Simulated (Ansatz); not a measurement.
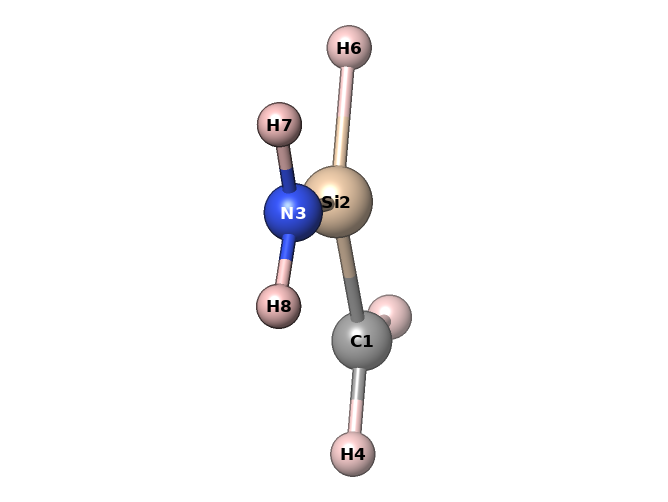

Si2 lies behind N3. The molecule seen a little off the N3–Si2 bond, N3 in front. Distant atoms are faded towards the background colour. Computed geometry: PBE0-D4/def2-TZVP optimisation. No frequency run is at hand to confirm it as a minimum.

Q: What is the torsion angle H7–N3–Si2–C1? The sign is positive where the front bond must turn clockwise to cover the back bond.

A: 180°, antiperiplanar (anti).
